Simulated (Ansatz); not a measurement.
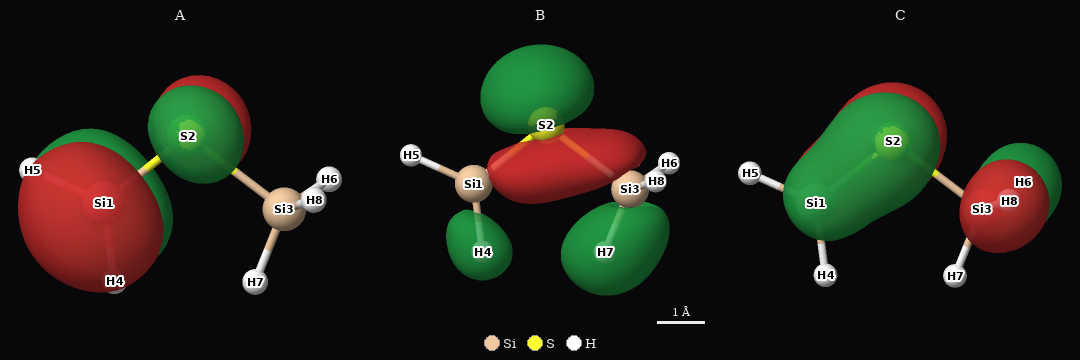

H$_{5}$SSi$_{2}$ (charge +1). Three frontier orbitals at ±0.1 Å⁻³ᐟ² (green and red are the two phases), in no order.

All numbers below come from RKS PBE0-D4/def2-SVPD (Ansatz).

```xyz
8

Si   -0.8456    1.2754   -1.0238
S     0.9711    0.3982   -0.8890
Si    0.7376   -1.0552    0.8301
H    -1.9615    0.9205   -0.1185
H    -1.0134    2.2994   -2.0765
H     1.0586   -2.3570    0.2016
H    -0.6772   -0.9181    1.2626
H     1.7304   -0.5632    1.8135
```

Which picture is the HOMO−1, the HOMO and the LUMO?

B is the HOMO−1 (−14.45 eV). By Hirshfeld shares it lies mainly on S2 (about 55 %), Si3 (about 20 %), H7 (about 15 %) and Si1 (about 10 %). C is the HOMO (−13.80 eV). By Hirshfeld shares it lies mainly on S2 (about 50 %), Si1 (about 20 %), Si3 (about 15 %), H8 (about 10 %) and H6 (about 10 %). A is the LUMO (−8.30 eV). Its weight (Hirshfeld) is mainly on Si1 (about 65 %) and S2 (about 20 %).

What is the HOMO–LUMO gap?

5.50 eV between the orbital energies.
